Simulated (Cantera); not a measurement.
A closed system holds: 1 mol trisilylamine, 58 mol N₂, 0.47 mol NH₃, held at 1.00 mbar.

These are equilibrium values from Cantera (NASA tables, ideal gas, pure condensed phases), not measurements of a reactor. Candidate condensed phases: Si, Si₃N₄; 18 gas species. The feed counts by its element totals alone. The tables' values for SiN are old estimates; treat these amounts as uncertain. Rates play no part.

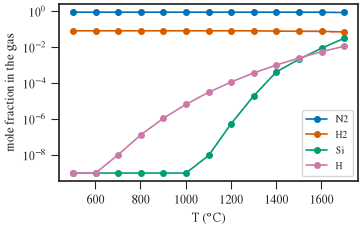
Figure. Equilibrium gas composition (values under 1e-9 drawn at 1e-9)

From 502 °C to 1302 °C the condensed part is Si₃N₄(s). At 1402 °C the condensed part is Si(s). From 1502 °C to 1702 °C the condensed part is Si(l).
